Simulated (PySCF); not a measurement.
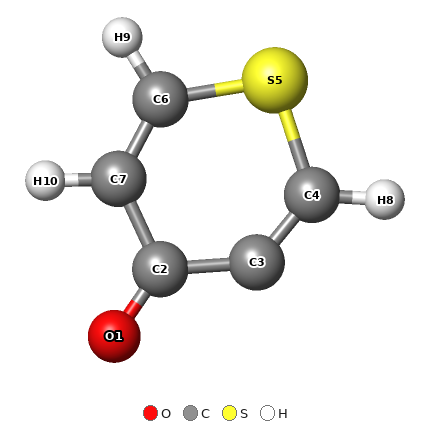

First-order isotropic EPR spectrum (fast tumbling, first derivative) of C₅H₃OS, SMILES O=c1[c]cscc1, doublet at 9.50 GHz, Lorentzian lines of 0.05 mT full width at half height, from computed g and hyperfine couplings (B3LYP/pcH-1 in PySCF, at a GFN2-xTB geometry (no frequency check), gas phase); values of one conformer, averaged over methyl-type rotors alone; no vibrational averaging; dilute isotopes left out. The SMILES is one Lewis form and needn't show where the spin sits.

### Give g and the hyperfine couplings.

g_iso = 2.0027, which centres the spectrum at 338.9 mT; it spans 4.7 mT.

| nuclei | isotope | a (mT) | a (MHz) |
| --- | --- | --- | --- |
| H8 | ¹H | 3.34 | 93.7 |
| H10 | ¹H | 0.82 | 23.1 |
| H9 | ¹H | 0.51 | 14.2 |

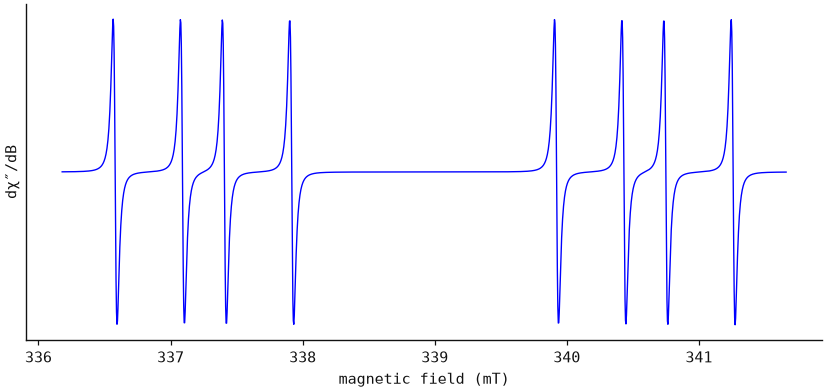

Caveats: the tight-binding geometry is rougher than a DFT one and adds to the error.
